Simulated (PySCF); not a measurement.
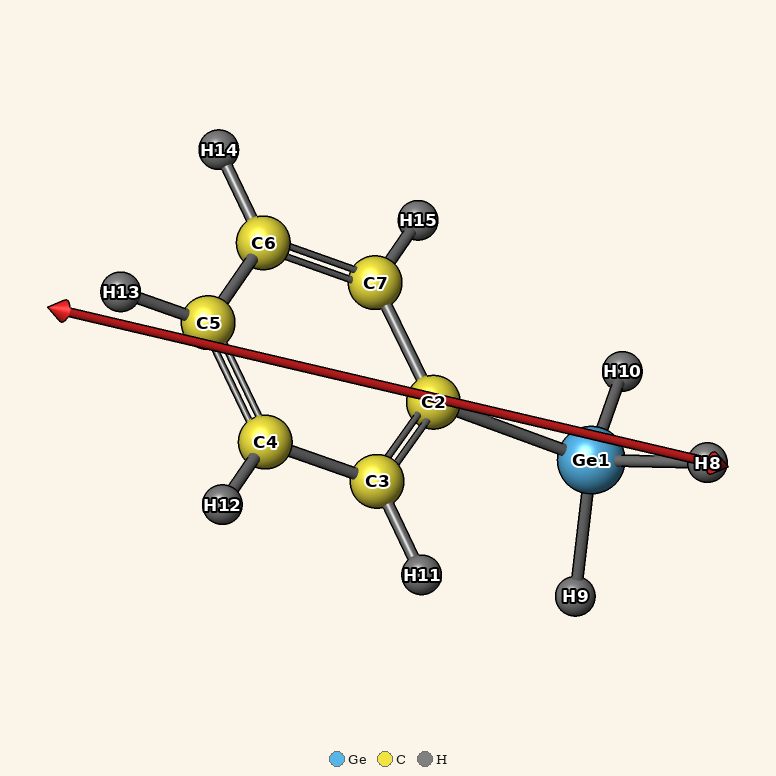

The double arrow shows the direction of the transition dipole to excited singlet state 2 (its length means nothing). Computed geometry: GFN2-xTB optimisation. No frequency run is at hand to confirm it as a minimum. Method: TDDFT ωB97X-D/def2-SVPD, vertical, gas phase, core orbitals frozen in the response (PySCF 2.14.0).

### How is the transition polarised?

Nearly parallel to the C3–C4 bond.

### Where does the transition lie, and how strong is it?

6.16 eV (201 nm), oscillator strength 0.045, mainly HOMO → LUMO (weight 0.62); transition dipole 1.39 D.

The geometry is semi-empirical. Around Ge such bond lengths and angles can be off by a tenth of an ångström or more and by several degrees, and values that hang on the shape move with them.
